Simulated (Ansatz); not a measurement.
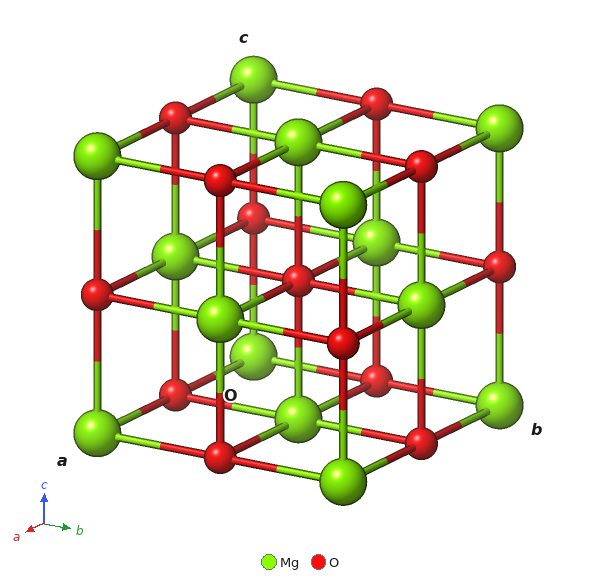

Crystal: MgO, the input geometry of an electronic-structure calculation (not necessarily at equilibrium). One unit cell is drawn above. All values are computed from the atomic coordinates in the standard setting (tolerance 0.002 Å).

```
CELL_PARAMETERS angstrom
4.21220 0.00000 0.00000
0.00000 4.21220 0.00000
0.00000 0.00000 4.21220
ATOMIC_POSITIONS crystal
Mg 0.00000 0.00000 0.00000
O 0.50000 0.00000 0.00000
Mg 0.00000 0.50000 0.50000
O 0.50000 0.50000 0.50000
Mg 0.50000 0.00000 0.50000
O 0.00000 0.00000 0.50000
Mg 0.50000 0.50000 0.00000
O 0.00000 0.50000 0.00000
```

> What is its point group?

m-3m (Oh), order 48, cubic system: three fourfold axes, four threefold axes, six twofold axes, nine mirror planes, an inversion centre.

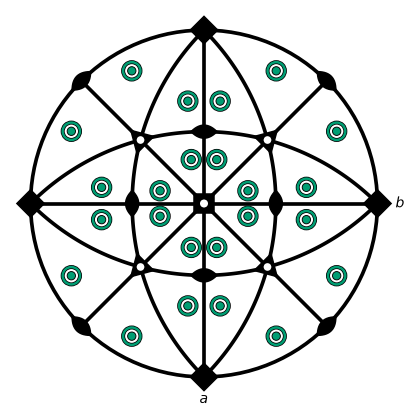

Stereographic projection: filled dots lie in the upper hemisphere, open rings in the lower; heavy lines are mirror planes (a heavy rim: a mirror in the plane of the page); lens, triangle, square and hexagon are 2-, 3-, 4- and 6-fold axes, a lens in an open square is −4, a triangle in an open hexagon −6; thin dashed diameters join the ends of axes that lie in the page; a small open circle marks inversion. The poles are one general form. The c axis points at the viewer.

> What does this class allow?

Class m-3m is centrosymmetric, so neither piezoelectric nor pyroelectric; it is not chiral. Its Laue class is m-3m.
